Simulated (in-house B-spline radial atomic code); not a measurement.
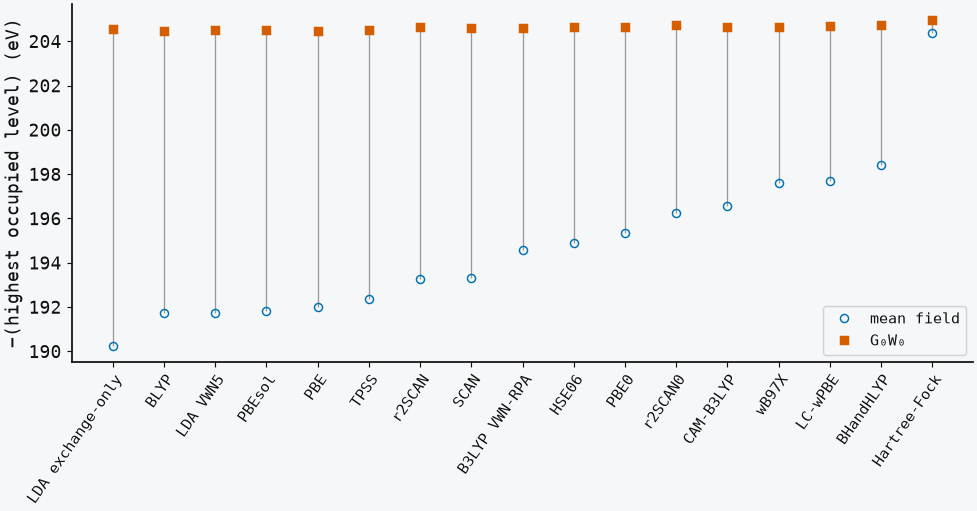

Binding energy of the highest level (3p↑) of V⁸⁺ ([Ne] 3s² 3p³) on 17 mean-field starts and after G₀W₀. All-electron spherical atom, scalar X2C, no spin-orbit coupling, Breit or QED terms; computed with a B-spline radial code.

### Describe the starting-point dependence.

The mean-field values spread from 190.25 eV (LDA exchange-only) to 204.39 eV (Hartree-Fock); after G₀W₀ they lie between 204.45 eV (BLYP) and 204.95 eV (Hartree-Fock), so the spread shrinks from 14.14 to 0.50 eV.

```tsv
Start	Mean field (eV)	G₀W₀ (eV)	RPA correlation (hartree)
LDA exchange-only	190.25	204.53	−1.004
BLYP	191.72	204.45	−1.004
LDA VWN5	191.75	204.52	−1.005
PBEsol	191.80	204.50	−1.004
PBE	191.98	204.48	−1.003
TPSS	192.38	204.52	−0.997
r2SCAN	193.25	204.62	−0.986
SCAN	193.29	204.60	−0.986
B3LYP VWN-RPA	194.59	204.59	−0.978
HSE06	194.90	204.63	−0.974
PBE0	195.36	204.64	−0.971
r2SCAN0	196.25	204.73	−0.960
CAM-B3LYP	196.58	204.66	−0.964
wB97X	197.62	204.64	−0.957
LC-wPBE	197.71	204.70	−0.962
BHandHLYP	198.44	204.75	−0.944
Hartree-Fock	204.39	204.95	−0.896
```
